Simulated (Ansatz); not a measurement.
Base system: YN in the rock salt structure (space group Fm-3m, No. 225; a = 4.896 Å). Axes: x, y, z lie along the cube axes.

Perturbation: biaxial strain −1.67 %, plane normal [111], relaxed out of plane (Cartesian); in-plane vectors clamped, the third vector and the atoms free.

Computed with r2SCAN/PAW in Ansatz (a program for electronic structure), scalar-relativistic without spin-orbit coupling.

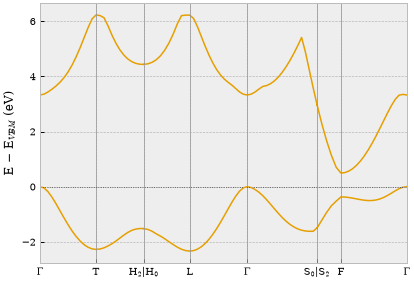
Highest valence and lowest conduction band along the path of the changed cell's own zone

Task: From the figure, how large is the changed gap, and is it direct?

Result: About 0.5 eV, indirect, Γ → F.

Stability against distortions was not tested. Labels are those of the standard path for the cell's own space group.
